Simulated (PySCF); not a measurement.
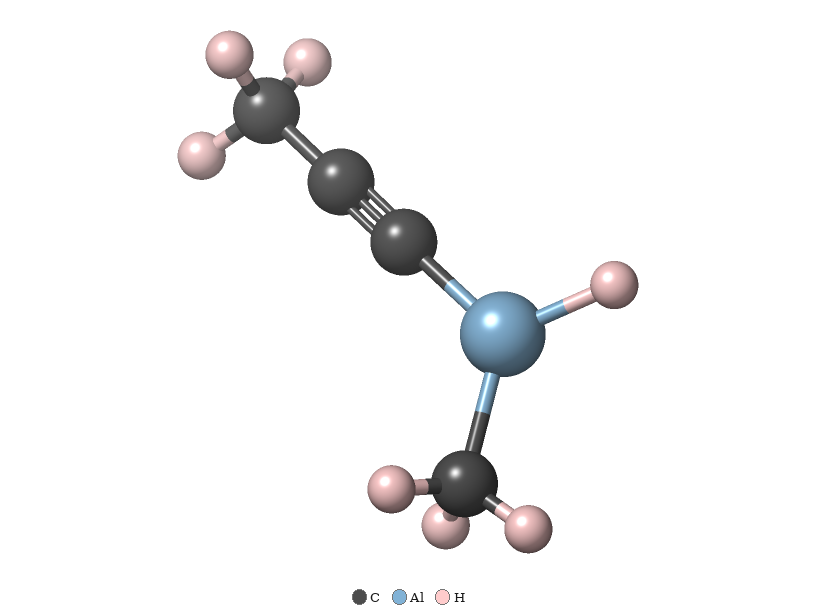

The geometry was computed by an optimisation with PBE0-D3(BJ)/def2-SVP. No frequency run is at hand to confirm it as a minimum.

Give the structural formula.

SMILES: CC#[C][AlH][CH3]

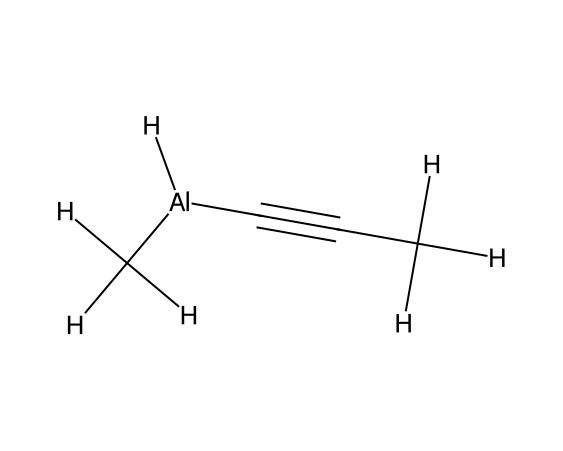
